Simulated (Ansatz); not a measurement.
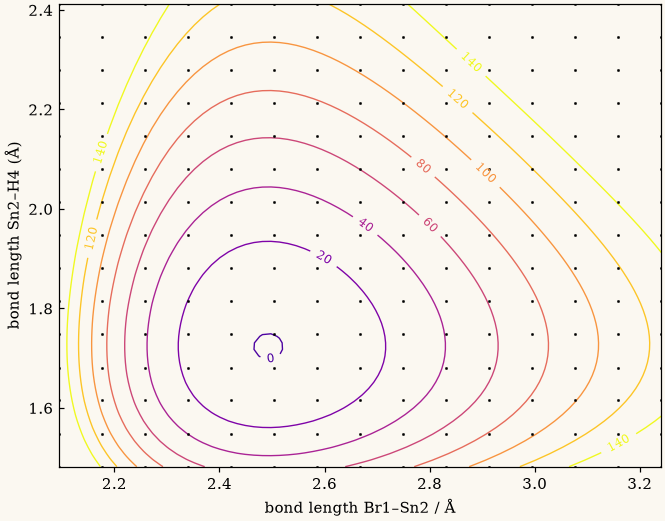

Energy landscape of BrH₂Sn, SMILES [Br][SnH2], spin multiplicity 2. The first coordinate is: bond length Br1–Sn2; the second: bond length Sn2–H4. Nothing is relaxed (all other coordinates rigid). Grid: 15 × 15 points. Energies are in kJ/mol, from the lowest grid point. These are results of UKS PBE0-D4/def2-TZVP in Ansatz 0.2.0, not measurements.

In the figure: contour lines labelled in kJ/mol (none above 140), dots at the grid points. Between grid points the surface is interpolated. 

Summarise what can be read from the map.

The lowest grid point is at bond length Br1–Sn2 = 2.504 Å, bond length Sn2–H4 = 1.748 Å. It is the only kind of minimum in the scanned range. The highest grid point, bond length Br1–Sn2 = 2.094 Å, bond length Sn2–H4 = 2.412 Å, lies 269 kJ/mol above the lowest. Round the minimum the two coordinates are nearly uncoupled.

The values on the grid:

| bond length Sn2–H4 ↓, bond length Br1–Sn2 → | 2.094 | 2.176 | 2.258 | 2.340 | 2.422 | 2.504 | 2.585 | 2.667 | 2.749 | 2.831 | 2.913 | 2.995 | 3.077 | 3.159 | 3.241 |
| --- | --- | --- | --- | --- | --- | --- | --- | --- | --- | --- | --- | --- | --- | --- | --- |
| 2.412 | 269 | 201 | 157 | 131 | 118 | 114 | 118 | 127 | 139 | 153 | 168 | 185 | 202 | 218 | 235 |
| 2.346 | 256 | 188 | 144 | 118 | 105 | 102 | 106 | 115 | 127 | 141 | 157 | 173 | 190 | 207 | 223 |
| 2.279 | 242 | 174 | 130 | 104 | 92 | 89 | 92 | 101 | 113 | 128 | 144 | 160 | 177 | 194 | 210 |
| 2.213 | 228 | 160 | 116 | 90 | 78 | 75 | 79 | 88 | 100 | 114 | 130 | 147 | 164 | 181 | 197 |
| 2.146 | 214 | 146 | 102 | 76 | 64 | 61 | 65 | 74 | 86 | 100 | 116 | 133 | 150 | 167 | 183 |
| 2.080 | 201 | 132 | 88 | 63 | 50 | 47 | 51 | 60 | 72 | 87 | 103 | 120 | 137 | 154 | 170 |
| 2.014 | 188 | 120 | 76 | 50 | 37 | 34 | 38 | 47 | 60 | 74 | 90 | 107 | 124 | 141 | 157 |
| 1.947 | 176 | 108 | 64 | 38 | 25 | 22 | 26 | 35 | 48 | 62 | 78 | 95 | 112 | 129 | 145 |
| 1.881 | 167 | 98 | 53 | 27 | 15 | 12 | 16 | 25 | 37 | 52 | 68 | 85 | 102 | 119 | 136 |
| 1.814 | 159 | 90 | 46 | 20 | 7 | 4 | 8 | 17 | 30 | 44 | 61 | 78 | 95 | 112 | 128 |
| 1.748 | 156 | 86 | 42 | 16 | 3 | 0 | 4 | 13 | 26 | 41 | 57 | 74 | 91 | 108 | 125 |
| 1.681 | 157 | 88 | 43 | 17 | 4 | 1 | 5 | 14 | 26 | 41 | 58 | 75 | 92 | 109 | 126 |
| 1.615 | 165 | 95 | 50 | 24 | 11 | 8 | 12 | 21 | 34 | 49 | 65 | 82 | 100 | 117 | 134 |
| 1.548 | 181 | 111 | 66 | 40 | 27 | 24 | 28 | 37 | 50 | 65 | 81 | 98 | 116 | 133 | 150 |
| 1.482 | 208 | 138 | 93 | 66 | 53 | 50 | 54 | 64 | 76 | 91 | 108 | 125 | 142 | 160 | 177 |

The input of one point:

```yaml
crystal:
  periodic: [false, false, false]
  atoms:
    - { symbol: Br, position_ang: [-2.041829, 0.434068, -0.60311] }
    - { symbol: Sn, position_ang: [0.377197, -0.17935, -0.398048] }
    - { symbol: H, position_ang: [0.425772, -1.497596, 0.710516] }
    - { symbol: H, position_ang: [1.16341, 1.234722, 0.263597] }
magnetization:
  spin_polarized: true
  initial_magnetization: 1
basis:
  gaussian: { orbitals: def2-TZVP }
hamiltonian:
  xc: pbe0
  dispersion: d4
output:
  forces: true
```

The whole map (225 points run) took 59 min on 1 thread of Arm Neoverse N1 (shared host).
